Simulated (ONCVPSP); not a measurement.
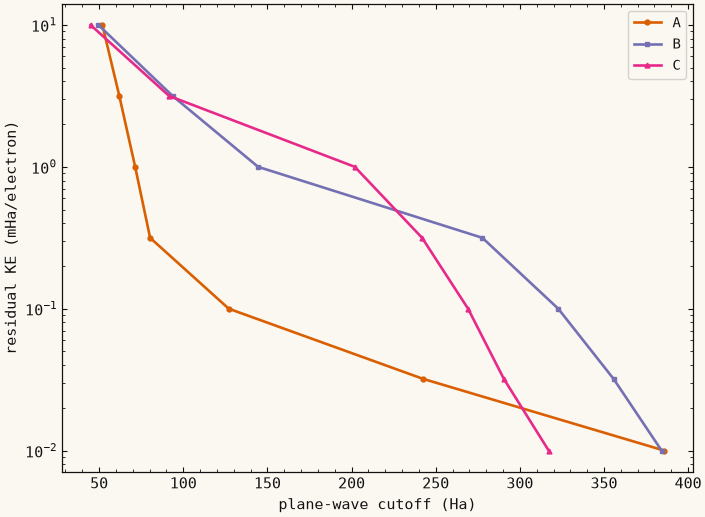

The residual kinetic energy of the 2s wave for 3 variants of one potential.

Base settings:

ONCVPSP 4.0.1 input (lines: element, Z, core and valence counts, functional; n l f; lmax; l rc ep ncon nbas qcut; lloc lpopt rc5 dvloc0; l nproj debl; icmod fcfact rcfact), LDA (Perdew-Wang 92), scalar-relativistic:

```
  Ne 10.00    1    2  -001012      upf
    1    0    2.00
    2    0    2.00
    2    1    6.00
    2
    0    0.55    0.00    4    7    9.60
    1    1.25    0.00    4    8    9.80
    2    1.30    0.10    5   10    8.70
    4    5    0.45    0.00
    0    2    3.00
    1    1    3.10
    2    2    0.70
    3    2.50    1.00
```

### Match the curves to these variants:
1. base
2. s: qcut 12.8; p: qcut 13; d: qcut 11.6
3. s: rc 0.66

A = 2, B = 1, C = 3.

### What did the other tests of these runs give?

A: loose cutoff 71 Ha; bound ghosts flagged none; largest test error +487 meV. B: loose cutoff 144 Ha; bound ghosts flagged none; largest test error +846 meV. C: loose cutoff 202 Ha; bound ghosts flagged none; largest test error +849 meV. The loose cutoff is the first of the cutoffs at which the residual kinetic energy of the hardest occupied pseudo-wave falls to 1 and 0.1 mHa per electron.
